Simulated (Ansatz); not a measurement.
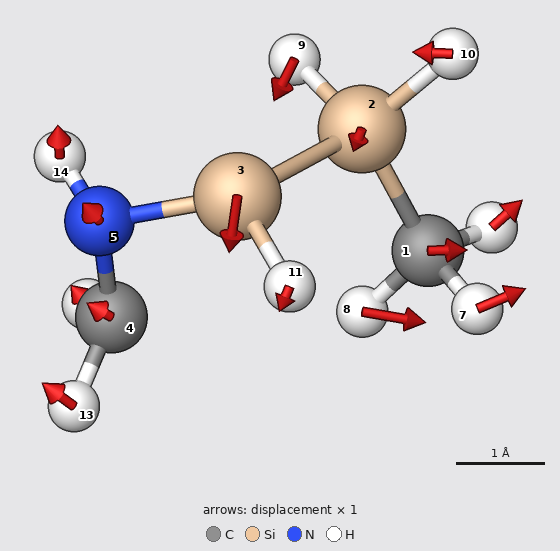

This is a relaxation of C2H9NSi2. The starting structure is drawn; red arrows show the displacements, at their true length. The two geometries are superimposed by the best rigid fit.

Style: ball-and-stick. Shown at a tilt.

The run prepares an end point of a later path (inversion) calculation, from a guessed geometry.

All numbers below come from RKS BLYP-D4/def2-SVP in Ansatz. (no spin polarisation; force threshold 0.015 eV/Å; at most 40 steps)

### What did the optimiser do to the structure, and how much energy did it gain?

The energy falls by 187.7 kJ/mol in 17 accepted moves (18 points after the start). The largest force component goes from 3.7 to 0.007 eV/Å. The line search rejected the trial step at point 4 of the run. The largest move after the best rigid fit is that of an H atom, 0.76 Å. Largest moves by element: H 0.76 Å, Si 0.73 Å, C 0.47 Å, N 0.41 Å. Some distances before and after: C–Si 2.348 → 1.883 Å, N–Si 1.651 → 1.791 Å, C–Si 1.778 → 1.904 Å, C–N 1.391 → 1.495 Å. New bonds form, among them: C–Si (2.35 → 1.88 Å). Among the angles between lasting bonds that change: Si–N–C 100.7° → 69.2°, H–C–H 107.1° → 112.7°, N–C–H 119.6° → 114.5°. Cost: 39 s on 2 threads of Intel(R) Xeon(R) Platinum 8375C CPU @ 2.90GHz (Ice Lake), with other jobs on the host, peak memory 0.18 GiB.
